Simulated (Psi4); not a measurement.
# CH4Si (SMILES C=[SiH2]): OMP2/cc-pVTZ (density fitting for correlation)

Aim: the energy change on altering one bond length of CH4Si at OMP2/cc-pVTZ (density fitting for correlation), from 2 runs. The job is set up through a Python script.

Program for the calculation: Psi4 1.11.

### 1 The molecule

The species is CH4Si (6 atoms), meant as a singlet with charge 0. SMILES: `C=[SiH2]`. The shape is that of a GFN2-xTB optimisation.

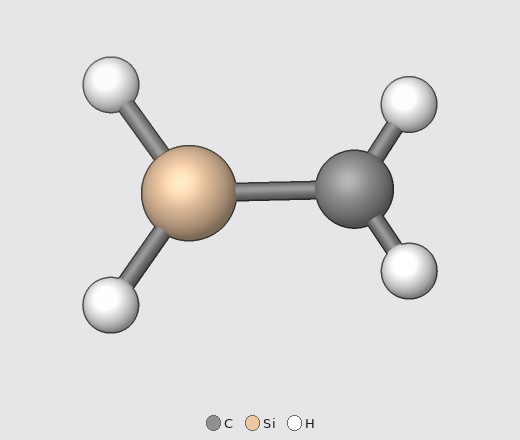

Viewed from a chosen angle; carbon grey, silicon light orange, hydrogen white.

### 2 The energy at OMP2/cc-pVTZ (density fitting for correlation)

File run.py:

```python
import psi4

psi4.set_memory('1600 MB')
psi4.set_num_threads(1)
psi4.set_output_file('output.dat', False)

mol = psi4.geometry("""
C     -1.39592179    -1.03398255    -0.50096640
Si     1.15513289     0.85370267     0.41245162
H     -2.66169814    -1.88331995     0.84684297
H     -1.81965508    -1.43271476    -2.45048345
H      1.80087120     1.44747352     3.02497909
H      2.92127092     2.04884106    -1.33282384
units au
symmetry c1
""")

psi4.set_options({
    'puream': True,
    'e_convergence': 1e-09,
    'd_convergence': 1e-08,
    'scf_type': 'pk',
    'num_frozen_docc': 6,
})

e = psi4.energy('omp2/cc-pVTZ')
print(f'omp2/cc-pVTZ energy: {e:.10f} Eh')
```

On the command line:

```
python run.py
```

output.dat:

```text
[...]
  Running in c1 symmetry.
[...]
  Nuclear repulsion =   50.789467330722800
[...]
  Multiplicity = 1
[...]
  Nalpha       = 12
  Nbeta        = 12
[...]
    Number of basis functions: 120
[...]
   @RHF iter   1:  -328.96992719757998   -6.03441e-01   3.54761e-03 ADIIS/DIIS
[...]
   @RHF iter  11:  -329.08434783201204   -2.10321e-12   1.75363e-09 DIIS
[...]
    Orbital Energies [Eh]
    ---------------------
    Doubly Occupied:
       1A    -68.783311     2A    -11.219552     3A     -6.133897
       4A     -4.240648     5A     -4.239177     6A     -4.238289
       7A     -0.905784     8A     -0.688889     9A     -0.574054
      10A     -0.499983    11A     -0.497020    12A     -0.308441
[...]
  @RHF Final Energy:  -329.08434783201204
   => Energetics <=
    Nuclear Repulsion Energy =             50.7894673307228004
    One-Electron Energy =                -555.0895414987958247
    Two-Electron Energy =                 175.2157263360609818
    Total Energy =                       -329.0843478320120425
[...]
 Multipole Moments:
 ------------------------------------------------------------------------------------
     Multipole            Electronic (a.u.)      Nuclear  (a.u.)        Total (a.u.)
 ------------------------------------------------------------------------------------
 L = 1.  Multiply by 2.5417464519 to convert [e a0] to [Debye]
 Dipole X            :          0.8985460           -0.5841856            0.3143604
 Dipole Y            :          0.6621320           -0.4294313            0.2327008
 Dipole Z            :          0.3181359           -0.2060642            0.1120717
 Magnitude           :                                                    0.4068565
[...]
	Warning: cc_lambda option is changed to TRUE
	For this residual convergence, default PCG convergence is:     1.00e-07
[...]
	DF-MP2 Total Energy (a.u.)         :  -329.38119606207630
[...]
	DF-MP2 Total Energy (a.u.)         :  -329.38536998110033
[...]
	DF-OMP2 Total Energy (a.u.)        :  -329.38536998109691
[...]
```

On the terminal:

```text
omp2/cc-pVTZ energy: -329.3853699811 Eh
```

It took 36 s on 1 thread of Intel Xeon Platinum 8259CL at 2.50GHz (Skylake/Cascade Lake), shared host; peak memory 0.79 GiB.

### 3 The distorted shape

File ch4si.xyz:

```xyz
6
CH4Si
C     -1.143684    -0.846840    -0.410110
Si     0.611270     0.451760     0.218260
H     -1.813504    -1.296290     0.303120
H     -1.367914    -1.057840    -1.441750
H      0.952980     0.765970     1.600750
H      1.545870     1.084200    -0.705300
```

File job.py:

```python
import psi4

psi4.set_memory('1600 MB')
psi4.set_num_threads(1)
psi4.core.set_output_file('output.dat', False)

with open('ch4si.xyz') as f:
    atoms = ''.join(f.readlines()[2:])
geom = psi4.geometry('0 1\n' + atoms + 'symmetry c1\nno_reorient\nno_com')

options = {'reference': 'rhf', 'puream': True, 'e_convergence': 1e-09, 'd_convergence': 1e-08, 'scf_type': 'pk', 'num_frozen_docc': 6}
psi4.set_options(options)

result, w = psi4.energy("omp2/cc-pVTZ", return_wfn=True)
print('E =', round(result, 9))
```

On the command line:

```
python job.py
```

output.dat:

```text
[...]
  Running in c1 symmetry.
[...]
  Nuclear repulsion =   43.537314827387654
[...]
  Multiplicity = 1
[...]
  Nalpha       = 12
  Nbeta        = 12
[...]
    Number of basis functions: 120
[...]
   @RHF iter   1:  -328.80865985062360   -8.62177e-01   3.81256e-03 ADIIS/DIIS
[...]
   @RHF iter  11:  -328.96983042059702   -1.32786e-10   9.77887e-09 DIIS
[...]
    Orbital Energies [Eh]
    ---------------------
    Doubly Occupied:
       1A    -68.835667     2A    -11.277917     3A     -6.176534
       4A     -4.283870     5A     -4.282360     6A     -4.280354
       7A     -0.876575     8A     -0.703282     9A     -0.573460
      10A     -0.517151    11A     -0.438919    12A     -0.257557
[...]
  @RHF Final Energy:  -328.96983042059702
   => Energetics <=
    Nuclear Repulsion Energy =             43.5373148273876538
    One-Electron Energy =                -540.0069975110542373
    Two-Electron Energy =                 167.4998522630695561
    Total Energy =                       -328.9698304205970203
[...]
 Multipole Moments:
 ------------------------------------------------------------------------------------
     Multipole            Electronic (a.u.)      Nuclear  (a.u.)        Total (a.u.)
 ------------------------------------------------------------------------------------
 L = 1.  Multiply by 2.5417464519 to convert [e a0] to [Debye]
 Dipole X            :         -1.5092259            1.9144967            0.4052707
 Dipole Y            :         -1.0974421            1.3977170            0.3002749
 Dipole Z            :         -0.5198114            0.6648057            0.1449943
 Magnitude           :                                                    0.5248169
[...]
	Warning: cc_lambda option is changed to TRUE
	For this residual convergence, default PCG convergence is:     1.00e-07
[...]
	DF-MP2 Total Energy (a.u.)         :  -329.29215440356370
[...]
	DF-MP2 Total Energy (a.u.)         :  -329.30205497933315
[...]
	DF-OMP2 Total Energy (a.u.)        :  -329.30205497932599
[...]
```

The script printed:

```text
E = -329.302054979
```

Run time: 45 s. Hardware: 1 thread of Intel Xeon Platinum 8259CL at 2.50GHz (Skylake/Cascade Lake), shared host; peak memory 0.79 GiB.

### 4 Outcome

Level: OMP2/cc-pVTZ (density fitting for correlation), 6 core orbitals frozen.

| quantity | value |
| --- | --- |
| first shape: total energy | -329.38537 Eh |
| first shape: HOMO energy (Hartree–Fock orbitals) | -8.39 eV |
| first shape: LUMO energy (Hartree–Fock orbitals) | 1.99 eV |
| first shape: HOMO–LUMO gap (Hartree–Fock orbitals) | 10.39 eV |
| first shape: correlation energy (6 core orbitals frozen) | -301.0 mEh |
| distorted shape: total energy | -329.30205 Eh |
| distorted shape: HOMO energy (Hartree–Fock orbitals) | -7.01 eV |
| distorted shape: LUMO energy (Hartree–Fock orbitals) | 0.68 eV |
| distorted shape: HOMO–LUMO gap (Hartree–Fock orbitals) | 7.69 eV |
| distorted shape: correlation energy (6 core orbitals frozen) | -332.2 mEh |
| energy change with the C1–Si2 bond stretched from 1.748 to 2.272 Å | 2.267 eV |

**Reading.** With the C1–Si2 bond stretched from 1.748 to 2.272 Å the energy rises by 2.27 eV (52 kcal/mol). The first shape isn't relaxed at this level, so the change isn't measured from a minimum.
